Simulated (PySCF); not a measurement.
Si(CCH)3(OMe), C7H6OSi, SMILES C#C[Si](C#C)(C#C)OC at its GFN2-xTB optimised geometry (Å):

```
15

C     -2.1998    -2.1482    -2.4842
C     -1.8521    -1.5225    -1.5190
Si    -1.3289    -0.5864     0.0000
C     -2.0042     1.1334     0.0000
C     -2.4145     2.2605    -0.0506
C      0.5305    -0.5864     0.0000
C      1.7318    -0.6047     0.0216
O     -1.9564    -1.2075     1.3660
C     -1.8122    -2.4745     1.9223
H     -2.5029    -2.6885    -3.3348
H     -2.7841     3.2452    -0.0772
H      2.7841    -0.6129     0.0342
H     -0.7636    -2.6821     2.1531
H     -2.3957    -2.5049     2.8436
H     -2.1787    -3.2452     1.2385
```

Level of theory: PBE0/def2-TZVP (PySCF 2.14.0). Cells within 0.4 Å of a nucleus heavier than hydrogen are left out (blank, or x).

Map of the electron localisation function on the plane z = 0.0 Å:

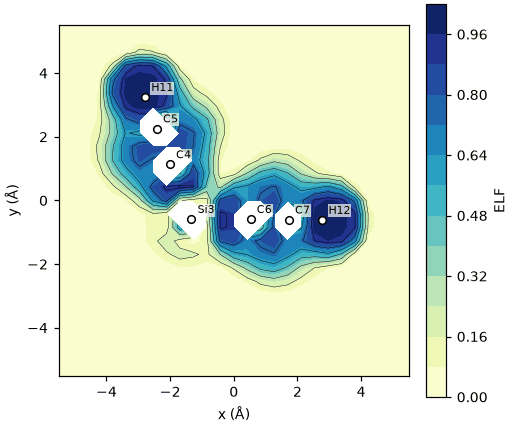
Figure: Electron localisation function on the plane z = 0.0 Å.
